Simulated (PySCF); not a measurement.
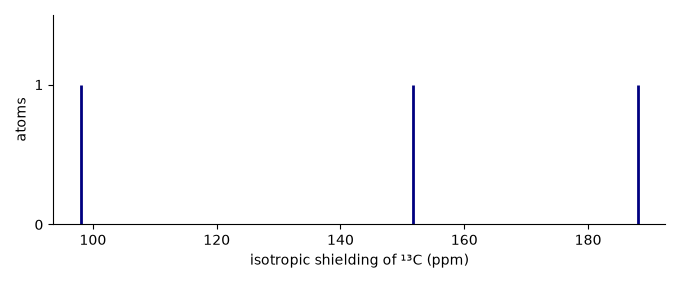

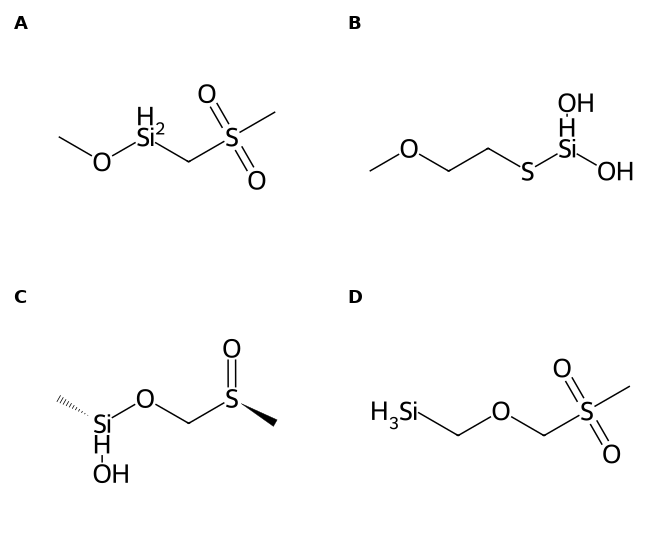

The sticks are computed shieldings of one of the molecules, for one fixed geometry (GFN2-xTB) without averaging over rotations. Low shielding means a high chemical shift. Method: GIAO PBE0/pcSseg-1 NMR shielding, non-relativistic, gas phase (PySCF 2.14.0).

Match the spectrum to a structure.

C, `C[Si@@H](O)OC[S@](C)=O`. Its 3 C atoms give lines at 98.1, 151.7, 188.0 ppm.

The geometry is semi-empirical. Around Si such bond lengths and angles can be off by a tenth of an ångström or more and by several degrees, and values that hang on the shape move with them.
